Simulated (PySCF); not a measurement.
CH₇ClFOPSi₂ (SMILES CO[Si](F)(Cl)P[SiH3])

```yaml
atoms:
  - { symbol: Si, position_ang: [-0.6182, 1.2717, -0.8094] }
  - { symbol: F, position_ang: [-1.6765, 1.8506, -1.8858] }
  - { symbol: O, position_ang: [-0.8325, -0.3406, -0.6256] }
  - { symbol: C, position_ang: [-1.9585, -1.0097, -0.1095] }
  - { symbol: P, position_ang: [1.4754, 1.5253, -1.5064] }
  - { symbol: Si, position_ang: [2.3054, 0.1217, 0.0788] }
  - { symbol: Cl, position_ang: [-1.0884, 2.2396, 0.9497] }
  - { symbol: H, position_ang: [-2.8161, -0.9317, -0.7976] }
  - { symbol: H, position_ang: [-1.7025, -2.0711, 0.0145] }
  - { symbol: H, position_ang: [-2.2528, -0.5990, 0.8708] }
  - { symbol: H, position_ang: [1.6706, 2.7171, -0.7441] }
  - { symbol: H, position_ang: [3.7369, 0.4995, 0.2729] }
  - { symbol: H, position_ang: [1.5883, 0.2159, 1.3845] }
  - { symbol: H, position_ang: [2.2198, -1.2643, -0.4582] }
```

Geometry: PBE0-D3(BJ)/def2-SVP.

Theory: PBE0/pcSseg-1, SCF density, gas phase, non-relativistic (PySCF 2.14.0).

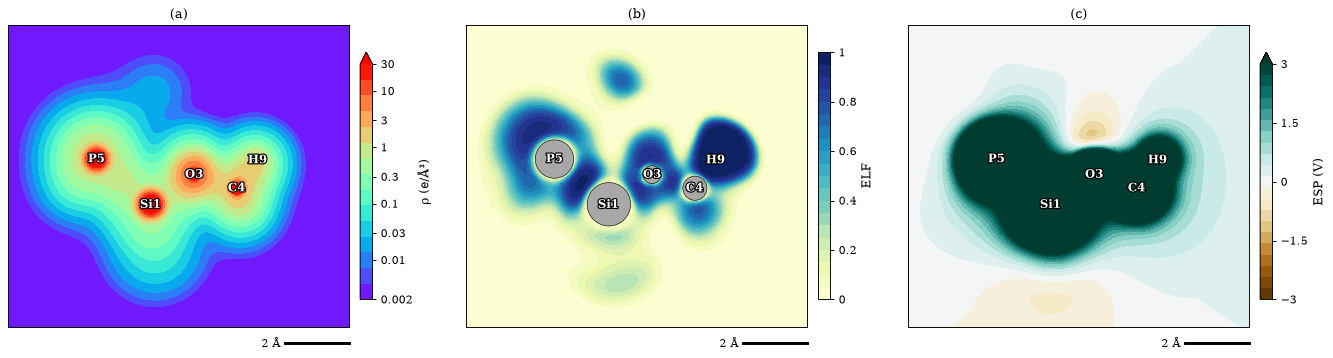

Figure 1. (a) electron density; (b) ELF; (c) electrostatic potential on the plane of atoms Si1, O3 and C4. Grey discs cover the atomic cores in the ELF map.

What do the fields say about this system?

Answer.
- The plane passes through Si, O, C, P and H nuclei.
- C–O (1.41 Å): the density is about 2 e/Å³ at the midpoint, with its minimum of 1.7 e/Å³ about 0.5 Å from C; the ELF peaks at about 0.90 between the atoms, as expected for a shared but strongly polarised pair.
- Si–O (1.64 Å): ρ is about 1.2 e/Å³ halfway; the ELF peaks at about 0.85 between the atoms: a polar covalent bond.
- Si–P (2.22 Å): ρ at the midpoint is about 0.79 e/Å³; the ELF peaks at about 0.95 between the atoms: a shared electron pair.
- C–H (1.10 Å): ρ is about 2 e/Å³ halfway; the ELF climbs to about 1 towards the hydrogen, as it does in any bond to H: a covalent bond by its length.
- The ELF also peaks beside O3 and P5, away from the bonds: lone-pair regions.
- Outside the dense part of the molecule the potential is most negative (−1.1 V) near O3.

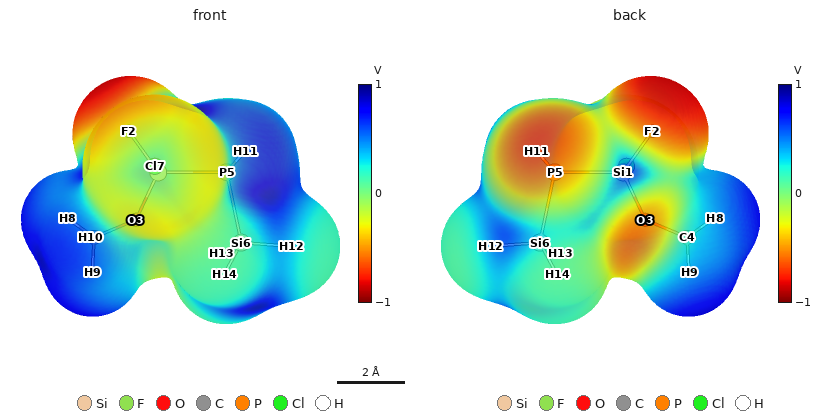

Figure 2. The electrostatic potential painted on the density surface at 0.001 e/bohr³, seen from the front and from behind; red is negative and blue positive.

Which sites attract a positive test charge, and which a negative one?

Answer. A positive charge is drawn to the negative regions and a negative charge to the positive ones. The most negative region (about −0.9 V) lies over F2, the most positive (about +0.9 V) over Si1, C4 and Si6.
